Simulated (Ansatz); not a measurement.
# Amorphous Si: valence band and core levels, part 3 of 6

How wide do site differences make the core lines of amorphous Si?

Ansatz 0.2.0; DFT, LDA, plane-wave PAW, default files, scalar-relativistic.

So far. Step 3 (Dynamics at 2800 K): Beyond half the shortest lattice vector, 4.2 Å, g(r) counts periodic images.

### 4. Dynamics at 1540 K

A short run with the thermostat set to 1540 K, starting from rest and too brief to equilibrate, lets it settle further; the cutoff and mesh are cut down, since only a plausible structure is wanted.

File input.yaml:

```yaml
crystal:
  lattice:
    - [8.4978037057, 0.0, 0.0]
    - [0.0, 8.4978037057, 0.0]
    - [0.0, 0.0, 8.4978037057]
  atoms:
    - { symbol: Si, position: [0.4491693737, 0.286168048, 0.8024556514] }
    - { symbol: Si, position: [0.1516081052, 0.6823657561, 0.647890376] }
    - { symbol: Si, position: [0.2423524719, 0.1898744061, 0.2367298271] }
    - { symbol: Si, position: [0.6356717729, 0.5960783476, 0.1383168925] }
    - { symbol: Si, position: [0.5331828259, 0.7460080155, 0.3620871431] }
    - { symbol: Si, position: [0.6047872566, 1.0556629189, 0.4366624165] }
    - { symbol: Si, position: [0.7456010189, 0.5275312073, 0.4101676357] }
    - { symbol: Si, position: [0.47940234, 1.0289929186, 0.2048158066] }
    - { symbol: Si, position: [0.7284661763, 0.1194636468, -0.1231134821] }
    - { symbol: Si, position: [0.3371267247, 0.8827973765, 0.6432181511] }
    - { symbol: Si, position: [0.8479200861, 0.8056232821, 0.4995855936] }
    - { symbol: Si, position: [0.3982815837, 0.6119194379, 0.7799678318] }
    - { symbol: Si, position: [0.8084062426, 0.6085162243, 0.8684893763] }
    - { symbol: Si, position: [0.4174647413, 0.393799858, 0.2168612576] }
    - { symbol: Si, position: [0.6400764361, 0.748497544, 0.6850500356] }
    - { symbol: Si, position: [0.3707642303, 0.1754600858, 0.5501012762] }
    - { symbol: Si, position: [0.0222426945, 0.2050659605, 0.5419443862] }
    - { symbol: Si, position: [0.0057258719, 0.4049524884, 0.3488908455] }
    - { symbol: Si, position: [0.6456374515, 1.2713496778, 0.2608970687] }
    - { symbol: Si, position: [0.1307065405, 0.4047756014, -0.1977655125] }
    - { symbol: Si, position: [0.7738073218, 0.0127371903, 0.6249606123] }
    - { symbol: Si, position: [0.9494207022, 0.1576193956, 0.2813531119] }
    - { symbol: Si, position: [0.6697488021, 0.8856394916, 0.0374719081] }
    - { symbol: Si, position: [1.0258253105, 0.908054165, 0.7065956122] }
    - { symbol: Si, position: [0.8499003764, 0.3401378753, 0.8214592788] }
    - { symbol: Si, position: [0.2417007892, 0.4325671631, 0.5403627786] }
    - { symbol: Si, position: [0.626283875, 0.4217700681, 0.6521954649] }
    - { symbol: Si, position: [0.8023888606, 0.9151045958, 0.2436079473] }
    - { symbol: Si, position: [0.8760232329, 0.3849867655, 0.1254945777] }
    - { symbol: Si, position: [0.183755039, 0.4341517991, 0.0910635059] }
kpoints:
  mp_grid: { grid: [1, 1, 1] }
scf:
  occupations: { method: fermi_dirac, width: 0.1 }
  n_extra_bands: 21
hamiltonian:
  xc: lda
  pseudopotentials: { kind: paw }
output:
  forces: true
basis:
  ecutwfc: 320
md:
  timestep: 2.5
  n_steps: 120
  ensemble: nvt_langevin
  temperature: 1540
  seed: 0
```

On the command line:

```sh
$ ansatz run input.yaml --threads 4 --pin off --max-ram 8192MiB --backend cpu --events-out ev --progress --plain --runs-dir out
```

Numbers of over 12 decimals in the logs are rounded to 6 here.

What it wrote:

```text
[...]
Crystal: 30 atoms, lattice volume = 613.649 Å³
Basis set: ecut = 320 eV, 8025 PW (Γ)
Bands: 81, of which v1, the nominal top of the filled ones, is band 60 counted from 1 (59 counted from 0)
Symmetry: 1 space group operations
k-points: 1
[...]
SCF iter   1: F=—  HF=-18242.591194 eV  |F-HF|=—  |Δ(HF+E_count)|=         —  Δρ=9.79e-3  dr2=1.72e0  ethr=1.77e-3  ⟨swp⟩=9.0  Hψ=462  notcnv=0
[...]
SCF iter  10: F=-18242.193879 eV  HF=-18242.193879 eV  |F-HF|=3.90e-9  |Δ(HF+E_count)|=  8.00e-10  Δρ=6.72e-7  dr2=6.15e-9  ethr=2.50e-11  ⟨swp⟩=4.0  Hψ=272  notcnv=0
SCF 1 converged in 10 iterations: F = -18242.193879 eV  dr2 = 6.15e-9
[...]
md step     0: t =     0.00 fs  T =     0.0 K  F+E_penalty+E_count = -18242.19387878 eV  E_kin = 0.000000 eV  (10 SCF iters)
[...]
SCF iter   7: F=-18242.277763 eV  HF=-18242.277763 eV  |F-HF|=3.09e-9  |Δ(HF+E_count)|=   6.08e-9  Δρ=5.23e-7  dr2=4.25e-9  ethr=2.50e-11  ⟨swp⟩=4.0  Hψ=267  notcnv=0
SCF 2 converged in 7 iterations: F = -18242.277763 eV  dr2 = 4.25e-9
md step     1: t =     2.50 fs  T =    90.6 K  F+E_penalty+E_count = -18242.27776295 eV  E_kin = 0.351460 eV  (7 SCF iters)
[...]
SCF iter   7: F=-18242.526957 eV  HF=-18242.526957 eV  |F-HF|=1.89e-8  |Δ(HF+E_count)|=   4.04e-8  Δρ=1.31e-6  dr2=2.64e-8  ethr=1.71e-11  ⟨swp⟩=3.0  Hψ=345  notcnv=0
SCF 3 converged in 7 iterations: F = -18242.526957 eV  dr2 = 2.64e-8
md step     2: t =     5.00 fs  T =   223.7 K  F+E_penalty+E_count = -18242.52695694 eV  E_kin = 0.867348 eV  (7 SCF iters)
[... from here on, the SCF cycles and remarks between the steps are left out ...]
md step     3: t =     7.50 fs  T =   407.0 K  F+E_penalty+E_count = -18242.93716641 eV  E_kin = 1.578116 eV  (8 SCF iters)
md step     4: t =    10.00 fs  T =   606.5 K  F+E_penalty+E_count = -18243.45629669 eV  E_kin = 2.351813 eV  (8 SCF iters)
md step     5: t =    12.50 fs  T =   724.2 K  F+E_penalty+E_count = -18243.96480402 eV  E_kin = 2.808315 eV  (7 SCF iters)
md step     6: t =    15.00 fs  T =   876.3 K  F+E_penalty+E_count = -18244.38076705 eV  E_kin = 3.398248 eV  (7 SCF iters)
md step     7: t =    17.50 fs  T =  1075.5 K  F+E_penalty+E_count = -18244.70516985 eV  E_kin = 4.170417 eV  (7 SCF iters)
md step     8: t =    20.00 fs  T =  1103.5 K  F+E_penalty+E_count = -18244.95689151 eV  E_kin = 4.279057 eV  (7 SCF iters)
md step     9: t =    22.50 fs  T =  1163.9 K  F+E_penalty+E_count = -18245.16182239 eV  E_kin = 4.513410 eV  (7 SCF iters)
md step    10: t =    25.00 fs  T =  1365.0 K  F+E_penalty+E_count = -18245.30885236 eV  E_kin = 5.293030 eV  (9 SCF iters)
md step    11: t =    27.50 fs  T =  1437.7 K  F+E_penalty+E_count = -18245.38360230 eV  E_kin = 5.575180 eV  (7 SCF iters)
md step    12: t =    30.00 fs  T =  1530.4 K  F+E_penalty+E_count = -18245.41327978 eV  E_kin = 5.934767 eV  (6 SCF iters)
md step    13: t =    32.50 fs  T =  1533.2 K  F+E_penalty+E_count = -18245.40774224 eV  E_kin = 5.945424 eV  (6 SCF iters)
md step    14: t =    35.00 fs  T =  1494.8 K  F+E_penalty+E_count = -18245.37049518 eV  E_kin = 5.796609 eV  (7 SCF iters)
md step    15: t =    37.50 fs  T =  1536.8 K  F+E_penalty+E_count = -18245.30169672 eV  E_kin = 5.959481 eV  (6 SCF iters)
md step    16: t =    40.00 fs  T =  1565.8 K  F+E_penalty+E_count = -18245.19711724 eV  E_kin = 6.071805 eV  (7 SCF iters)
md step    17: t =    42.50 fs  T =  1591.5 K  F+E_penalty+E_count = -18245.08502559 eV  E_kin = 6.171463 eV  (6 SCF iters)
md step    18: t =    45.00 fs  T =  1519.3 K  F+E_penalty+E_count = -18245.00105484 eV  E_kin = 5.891498 eV  (6 SCF iters)
md step    19: t =    47.50 fs  T =  1432.4 K  F+E_penalty+E_count = -18244.97134336 eV  E_kin = 5.554480 eV  (7 SCF iters)
md step    20: t =    50.00 fs  T =  1465.4 K  F+E_penalty+E_count = -18244.99536677 eV  E_kin = 5.682579 eV  (9 SCF iters)
md step    21: t =    52.50 fs  T =  1470.5 K  F+E_penalty+E_count = -18245.04297478 eV  E_kin = 5.702226 eV  (7 SCF iters)
md step    22: t =    55.00 fs  T =  1446.5 K  F+E_penalty+E_count = -18245.11994722 eV  E_kin = 5.609373 eV  (7 SCF iters)
md step    23: t =    57.50 fs  T =  1485.8 K  F+E_penalty+E_count = -18245.24441387 eV  E_kin = 5.761598 eV  (7 SCF iters)
md step    24: t =    60.00 fs  T =  1407.4 K  F+E_penalty+E_count = -18245.41318559 eV  E_kin = 5.457662 eV  (6 SCF iters)
md step    25: t =    62.50 fs  T =  1569.5 K  F+E_penalty+E_count = -18245.64792075 eV  E_kin = 6.086163 eV  (6 SCF iters)
md step    26: t =    65.00 fs  T =  1570.7 K  F+E_penalty+E_count = -18245.92569859 eV  E_kin = 6.090931 eV  (6 SCF iters)
md step    27: t =    67.50 fs  T =  1752.3 K  F+E_penalty+E_count = -18246.19750234 eV  E_kin = 6.795228 eV  (6 SCF iters)
md step    28: t =    70.00 fs  T =  1920.4 K  F+E_penalty+E_count = -18246.45811416 eV  E_kin = 7.446789 eV  (7 SCF iters)
md step    29: t =    72.50 fs  T =  1873.5 K  F+E_penalty+E_count = -18246.67567987 eV  E_kin = 7.264921 eV  (7 SCF iters)
md step    30: t =    75.00 fs  T =  1879.2 K  F+E_penalty+E_count = -18246.81559185 eV  E_kin = 7.287118 eV  (8 SCF iters)
md step    31: t =    77.50 fs  T =  1963.9 K  F+E_penalty+E_count = -18246.93161836 eV  E_kin = 7.615473 eV  (6 SCF iters)
md step    32: t =    80.00 fs  T =  1864.4 K  F+E_penalty+E_count = -18247.05197973 eV  E_kin = 7.229788 eV  (6 SCF iters)
md step    33: t =    82.50 fs  T =  1935.2 K  F+E_penalty+E_count = -18247.18288828 eV  E_kin = 7.504217 eV  (6 SCF iters)
md step    34: t =    85.00 fs  T =  1895.8 K  F+E_penalty+E_count = -18247.27134751 eV  E_kin = 7.351551 eV  (6 SCF iters)
md step    35: t =    87.50 fs  T =  1746.1 K  F+E_penalty+E_count = -18247.30126674 eV  E_kin = 6.770997 eV  (7 SCF iters)
md step    36: t =    90.00 fs  T =  1750.0 K  F+E_penalty+E_count = -18247.34251917 eV  E_kin = 6.786163 eV  (7 SCF iters)
md step    37: t =    92.50 fs  T =  1701.1 K  F+E_penalty+E_count = -18247.43277916 eV  E_kin = 6.596639 eV  (7 SCF iters)
md step    38: t =    95.00 fs  T =  1849.9 K  F+E_penalty+E_count = -18247.58024610 eV  E_kin = 7.173411 eV  (6 SCF iters)
md step    39: t =    97.50 fs  T =  1847.2 K  F+E_penalty+E_count = -18247.73990180 eV  E_kin = 7.163057 eV  (7 SCF iters)
[...]
md step    67: t =   167.50 fs  T =  2253.7 K  F+E_penalty+E_count = -18249.83271210 eV  E_kin = 8.739246 eV  (7 SCF iters)
md step    68: t =   170.00 fs  T =  2293.7 K  F+E_penalty+E_count = -18249.85465256 eV  E_kin = 8.894348 eV  (6 SCF iters)
md step    69: t =   172.50 fs  T =  2235.8 K  F+E_penalty+E_count = -18249.77180137 eV  E_kin = 8.669964 eV  (7 SCF iters)
md step    70: t =   175.00 fs  T =  2210.5 K  F+E_penalty+E_count = -18249.61576767 eV  E_kin = 8.571905 eV  (10 SCF iters)
md step    71: t =   177.50 fs  T =  2092.2 K  F+E_penalty+E_count = -18249.35497519 eV  E_kin = 8.113204 eV  (7 SCF iters)
md step    72: t =   180.00 fs  T =  1808.6 K  F+E_penalty+E_count = -18248.98920559 eV  E_kin = 7.013302 eV  (7 SCF iters)
md step    73: t =   182.50 fs  T =  1802.5 K  F+E_penalty+E_count = -18248.57654439 eV  E_kin = 6.989640 eV  (7 SCF iters)
md step    74: t =   185.00 fs  T =  1818.5 K  F+E_penalty+E_count = -18248.14654830 eV  E_kin = 7.051878 eV  (8 SCF iters)
md step    75: t =   187.50 fs  T =  1659.8 K  F+E_penalty+E_count = -18247.71890712 eV  E_kin = 6.436454 eV  (7 SCF iters)
md step    76: t =   190.00 fs  T =  1573.7 K  F+E_penalty+E_count = -18247.37311394 eV  E_kin = 6.102634 eV  (7 SCF iters)
md step    77: t =   192.50 fs  T =  1564.2 K  F+E_penalty+E_count = -18247.14658843 eV  E_kin = 6.065824 eV  (8 SCF iters)
SCF iter   1: F=—  HF=-18247.071525 eV  |F-HF|=—  |Δ(HF+E_count)|=         —  Δρ=3.41e-4  dr2=1.28e-3  ethr=1.19e-5  ⟨swp⟩=6.0  Hψ=234  notcnv=0
[...]
SCF iter   8: F=-18247.071174 eV  HF=-18247.071174 eV  |F-HF|=2.29e-9  |Δ(HF+E_count)|=   3.86e-9  Δρ=5.07e-7  dr2=3.44e-9  ethr=2.50e-11  ⟨swp⟩=4.0  Hψ=270  notcnv=0
SCF 79 converged in 8 iterations: F = -18247.071174 eV  dr2 = 3.44e-9
[...]
md step    78: t =   195.00 fs  T =  1597.5 K  F+E_penalty+E_count = -18247.07117371 eV  E_kin = 6.194953 eV  (8 SCF iters)
SCF iter   1: F=—  HF=-18247.186491 eV  |F-HF|=—  |Δ(HF+E_count)|=         —  Δρ=3.84e-4  dr2=1.69e-3  ethr=1.07e-5  ⟨swp⟩=4.0  Hψ=231  notcnv=0
[...]
SCF iter   2: F=—  HF=-18247.186267 eV  |F-HF|=—  |Δ(HF+E_count)|=   2.24e-4  Δρ=2.34e-4  dr2=8.59e-4  ethr=1.41e-6  ⟨swp⟩=2
```

It took 1.9 min on 4 threads of Intel Xeon at 2.80GHz (Skylake/Cascade Lake), shared host; peak memory 0.44 GiB.

Rows from the run:

| time (fs) | T (K) | potential (meV/atom) |
| --- | --- | --- |
| 0.0 | 0 | 0.0 |
| 20.0 | 1103 | -92.1 |
| 40.0 | 1566 | -100.1 |
| 60.0 | 1407 | -107.3 |
| 80.0 | 1864 | -161.9 |
| 100.0 | 2014 | -189.4 |
| 120.0 | 1996 | -154.8 |
| 140.0 | 1760 | -153.1 |
| 160.0 | 2102 | -229.6 |
| 180.0 | 1809 | -226.5 |
| 200.0 | 1799 | -173.6 |
| 220.0 | 1669 | -201.0 |
| 240.0 | 1747 | -189.8 |
| 260.0 | 1772 | -184.8 |
| 280.0 | 1773 | -167.8 |
| 300.0 | 1517 | -171.0 |

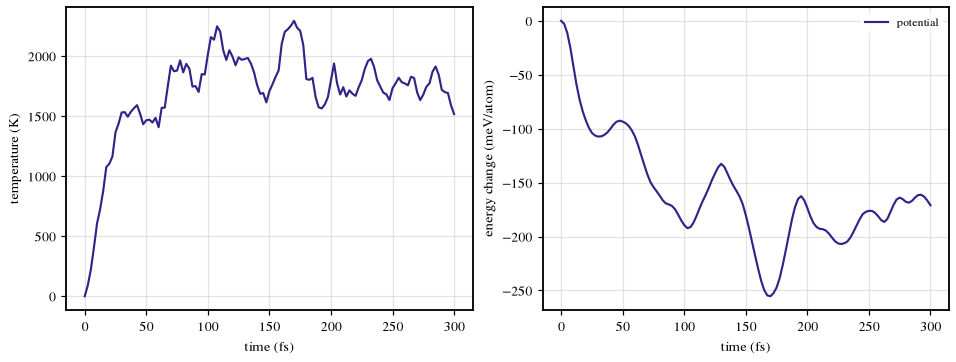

Temperature and energies against time.

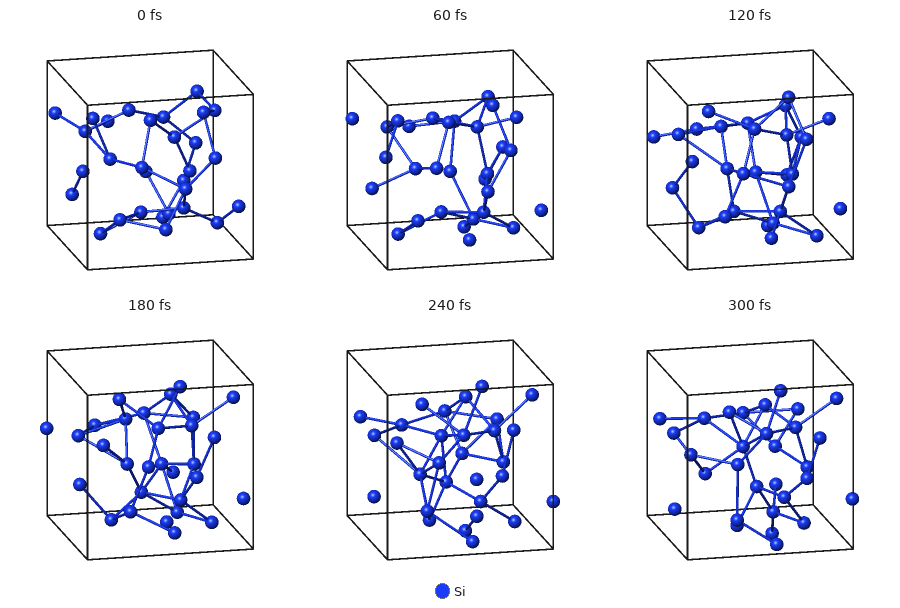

6 frames of the run. Bonds to atoms that aren't drawn are left out.

Mean square displacement at the end: Si 1.6 Å².

Positions (Å) and forces (eV/Å) at 300.0 fs:

```xyz
30
Lattice="8.498 0.000 0.000 0.000 8.498 0.000 0.000 0.000 8.498" Properties=species:S:1:pos:R:3:forces:R:3 pbc="T T T"
Si    4.614    2.331    5.588   -0.280   -1.738   -2.821
Si    0.590    5.309    5.078    0.114   -1.588    0.225
Si    2.808    1.090    1.574   -0.738    0.975    0.846
Si    5.793    5.775    0.548    0.571    2.540   -2.687
Si    6.145    6.807    3.636   -1.263   -0.380   -2.867
Si    6.432    9.774    3.445    1.193   -2.190    1.916
Si    7.193    4.380    3.145   -0.583    0.268    1.298
Si    4.710    9.067    0.333    0.840   -0.456    0.387
Si    5.395    2.575   -0.817    0.432    0.185    1.596
Si    2.493    6.713    5.341    0.900    0.488   -0.572
Si    7.307    6.806    5.484    1.279   -0.331    0.934
Si    3.943    4.515    4.377   -0.040    0.297   -0.524
Si    5.300    5.430    6.194   -1.239    2.093    1.553
Si    4.724    4.864    2.167   -1.611   -1.730    1.554
Si    4.778    7.952    5.141   -1.433    0.104    0.562
Si    2.852    1.141    4.422    0.726   -0.391    0.073
Si    0.773    2.457    4.712    0.028    0.538    1.133
Si    0.087    3.044    1.794    0.931   -0.789    0.681
Si    5.596   11.130    2.158   -2.439    2.423   -3.085
Si    3.072    3.803   -2.097   -2.141    0.774    1.394
Si    6.984    0.837    5.607    0.146    1.254    1.304
Si    8.473    0.113    2.561    0.466    1.039   -0.816
Si    6.241    7.854   -1.159   -1.000   -0.180    1.071
Si    9.124    8.375    4.994    0.788   -0.201   -0.659
Si    8.487    3.512    6.833    0.043    0.404   -1.460
Si    1.899    4.083    3.229   -0.524   -0.624   -0.428
Si    6.441    3.735    5.413    2.976   -1.257   -1.241
Si    6.443    7.880    1.358    0.754   -0.103    0.647
Si    6.905    3.857    0.412    0.979   -1.257   -1.123
Si    3.371    3.420    0.640    0.127   -0.168    1.109
```

The pair distribution g(r), Si–Si has structure finer than the step of the table below, so its rows give means over 0.25 Å, whole bins alone (the curve runs from 0.0372 to 5.91 Å). Peaks (Å: height): 2.417: 2.62, 2.565: 2.44, 2.788: 1.64, 3.234: 1.33, 4.647: 1.35, 5.242: 1.27.

From the last frames. Table of pair distribution g(r), Si–Si by r; means over each step:

| r (Å) | pair distribution g(r), Si–Si |
| --- | --- |
| 1.75 | 0 |
| 2.00 | 0.152 |
| 2.25 | 1.49 |
| 2.50 | 2.23 |
| 2.75 | 1.46 |
| 3.00 | 1.15 |
| 3.25 | 1.18 |
| 3.50 | 0.906 |
| 3.75 | 0.625 |
| 4.00 | 0.724 |
| 4.25 | 0.882 |
| 4.50 | 0.945 |
| 4.75 | 1.10 |
| 5.00 | 1.07 |
| 5.25 | 1.21 |
| 5.50 | 1.09 |
| 5.75 | 0.923 |

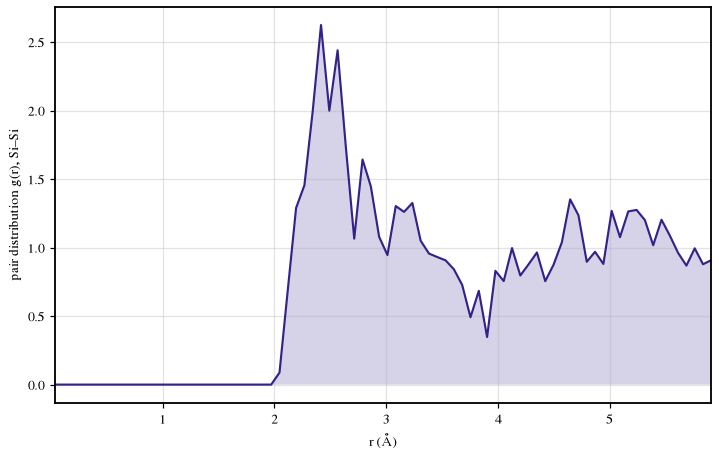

Pair distribution g(r), Si–Si against r.

Beyond half the shortest lattice vector, 4.2 Å, g(r) counts periodic images.

This step gave:

| Item | Value |
| --- | --- |
| free energy | -18247.3242 eV |
| energy at zero smearing | -18247.2222 eV |
| smearing term TS | 0.2041 eV |
| Fermi energy | 5.861 eV |
| gap by band count | 0.3788 eV |

[end of part 3 of 6]

[Logs are printed without paths, hosts, clocks, repeated set-up lines and the standing remarks that a program may print on its own settings, such as how far it seeks lower states.]

[Hosts, paths, dates, database ids (printed as entryN), source tags and the programs' standing remarks are cut or masked in the printed files.]

[Maps of the electrostatic potential energy from Ansatz leave out the sawtooth potential of an applied field or a dipole correction, so their vacuum need not be flat; work functions include it.]
